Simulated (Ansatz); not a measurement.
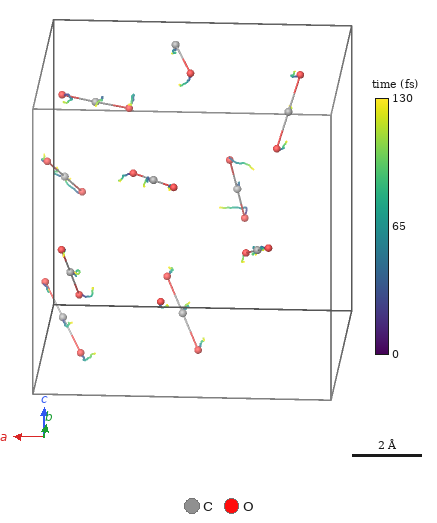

Molecular dynamics of a periodic cell with 10 CO2 at 1.107 g/cm³, 130 fs long. Lines trace each atom's path, coloured by time; spheres stand at the starting positions. Seen from a free direction in the simulation cell.

Level of theory: DFT PBE-D3(BJ), scalar-relativistic, plane waves, PAW (Ansatz 0.2.0). Run with plane-wave cutoff 420 eV; k-point mesh 1 × 1 × 1; Fermi-Dirac smearing 0.05 eV; Langevin thermostat (NVT); set temperature 400 K; time step 1 fs; friction 0.02 per fs.

Input file:
```yaml
crystal:
  lattice:
    - [8.706588, 0.0, 0.0]
    - [0.0, 8.706588, 0.0]
    - [0.0, 0.0, 8.706588]
  atoms:
    - { symbol: C, position: [0.91554582, 0.59230085, 0.24398301] }
    - { symbol: O, position: [0.95350365, 0.71511329, 0.28317217] }
    - { symbol: O, position: [0.87738004, 0.46990412, 0.20375099] }
    - { symbol: C, position: [0.29992582, 0.76769639, 0.27970205] }
    - { symbol: O, position: [0.32971615, 0.63979962, 0.30926476] }
    - { symbol: O, position: [0.27158221, 0.89494185, 0.2475345] }
    - { symbol: C, position: [0.82790545, 0.54523298, 0.85788467] }
    - { symbol: O, position: [0.94460412, 0.61233068, 0.85954224] }
    - { symbol: O, position: [0.7104211, 0.47998352, 0.85857979] }
    - { symbol: C, position: [0.51350884, 0.23222208, 0.22141438] }
    - { symbol: O, position: [0.56924538, 0.28113807, 0.33404849] }
    - { symbol: O, position: [0.45851577, 0.18358909, 0.10851717] }
    - { symbol: C, position: [0.90667251, 0.10274204, 0.23909477] }
    - { symbol: O, position: [0.96659783, 0.11443683, 0.35864669] }
    - { symbol: O, position: [0.84621716, 0.09105765, 0.11941801] }
    - { symbol: C, position: [0.20189217, 0.85454437, 0.73984008] }
    - { symbol: O, position: [0.23602009, 0.78157272, 0.63235753] }
    - { symbol: O, position: [0.16712786, 0.92735103, 0.8474425] }
    - { symbol: C, position: [0.33379201, 0.28012386, 0.64606721] }
    - { symbol: O, position: [0.30090261, 0.16714419, 0.58019165] }
    - { symbol: O, position: [0.36671874, 0.39286656, 0.71163054] }
    - { symbol: C, position: [0.90289473, 0.13918547, 0.72145091] }
    - { symbol: O, position: [0.96957446, 0.25495474, 0.73725388] }
    - { symbol: O, position: [0.83625085, 0.02343876, 0.70575678] }
    - { symbol: C, position: [0.65077362, 0.80180645, 0.50713101] }
    - { symbol: O, position: [0.59039799, 0.90784578, 0.44942627] }
    - { symbol: O, position: [0.71148344, 0.69512672, 0.56341383] }
    - { symbol: C, position: [0.57926633, 0.83895133, 0.97149313] }
    - { symbol: O, position: [0.62555931, 0.78573008, 1.08607195] }
    - { symbol: O, position: [0.53301096, 0.89021658, 0.85638404] }
basis:
  ecutwfc: 420.0
kpoints:
  mp_grid: { grid: [1, 1, 1] }
hamiltonian:
  xc: pbe
  dispersion: d3bj
scf:
  occupations: { method: fermi_dirac, width: 0.05 }
  lower_state_search: "off"
md:
  timestep: 1
  n_steps: 130
  ensemble: nvt_langevin
  temperature: 400.0
  initial_velocities: maxwell_boltzmann
  seed: 789912
  friction: 0.02
```

Launched with:
```bash
ansatz run input.yaml --threads 1 --pin off --max-ram 3072MiB --backend cpu --events-out ev --progress --plain --runs-dir out
```

What do the traces tell about the motion?

Root-mean-square distances from the starting positions over the second half, with the common drift of all atoms taken out: O 0.41 Å, C 0.32 Å. The heavy atoms stay within a fraction of a molecule's size of their starting places; so short a run doesn't tell a liquid from a solid. Over the second half the temperature averages 335 K (spread ±45 K). The potential energy in the second half lies on average 31.5 meV per atom above the first frame.

The run took 10 min on 1 thread of Arm Neoverse V1 (shared host), peak memory 0.57 GiB.
